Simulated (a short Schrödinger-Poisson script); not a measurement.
System: gated Al0.33Ga0.67N/GaN polarisation-induced gas, at 77 K.

| layer | material | thickness (nm) | Na (cm⁻³) |
|---|---|---|---|
| 1 | Al0.33Ga0.67N | 20 | - |
| 2 | GaN | 6000 | 2e15 |

The device is made up for the run: typed textbook-type constants, with dimensions and the other settings drawn at random. Al0.33Ga0.67N: permittivity 9.3, conduction-band edge (eV) 0.462, gap (eV) 4.09, electron mass (mₑ) 0.24, Nv at 300 K (cm⁻³) 4.6e19. GaN: permittivity 9.5, conduction-band edge (eV) 0, gap (eV) 3.43, Nv at 300 K (cm⁻³) 4.6e19.

Channel valleys (confinement mass, in-plane density-of-states mass, number): Γ 0.2, 0.2, 1. At the gate the conduction-band edge of layer 1 lies 1.37 eV − eVg above the Fermi level of the channel; the field vanishes at the back. Sheet of polarisation charge: +1.6e13 e/cm² at 20 nm from the gate. The barrier under the gate holds no holes. Gaps are held at their typed values at every temperature. Mesh 0.08 nm at interfaces.

Solved with a short Schrödinger-Poisson script written for these runs: 1D Poisson equation in equilibrium, electrons quantum, Hartree plus LDA exchange-correlation (BenDaniel-Duke, 40 states a valley, the channel's in-plane mass for all, wave functions free to enter the barrier), parabolic valleys, classical holes, full ionisation, no traps, pinning or gate leakage.

Only gate voltages with over 1e8 electrons/cm² are shown.

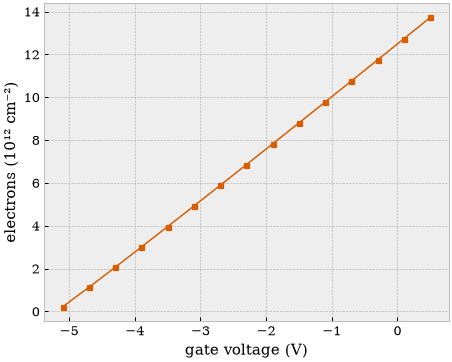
Sheet density against gate voltage

| Vg (V) | electrons (cm⁻²) | in the channel layer | C (μF/cm²) | Γ E0 (meV) | Γ E1 (meV) |
|---|---|---|---|---|---|
| 0.5 | 1.37e13 | 1.25e13 | 0.398 | -152.4 | -10.7 |
| 0.1 | 1.27e13 | 1.17e13 | 0.396 | -142.6 | -8.1 |
| -0.3 | 1.17e13 | 1.09e13 | 0.395 | -132.7 | -5.5 |
| -0.7 | 1.08e13 | 1.00e13 | 0.394 | -122.6 | -2.9 |
| -1.1 | 9.78e12 | 9.20e12 | 0.393 | -112.4 | -0.1 |
| -1.5 | 8.80e12 | 8.34e12 | 0.391 | -102.0 | 2.9 |
| -1.9 | 7.83e12 | 7.47e12 | 0.390 | -91.5 | 6.3 |
| -2.3 | 6.86e12 | 6.58e12 | 0.389 | -80.8 | 10.2 |
| -2.7 | 5.89e12 | 5.69e12 | 0.387 | -69.8 | 14.8 |
| -3.1 | 4.92e12 | 4.78e12 | 0.386 | -58.6 | 19.8 |
| -3.5 | 3.96e12 | 3.87e12 | 0.384 | -47.3 | 24.8 |
| -3.9 | 3.01e12 | 2.95e12 | 0.381 | -35.9 | 29.3 |
| -4.3 | 2.06e12 | 2.03e12 | 0.378 | -24.4 | 33.2 |
| -4.7 | 1.12e12 | 1.11e12 | 0.372 | -12.5 | 36.2 |
| -5.1 | 2.14e11 | 2.13e11 | 0.348 | 5.0 | 41.6 |

Subbands count from the Fermi level.
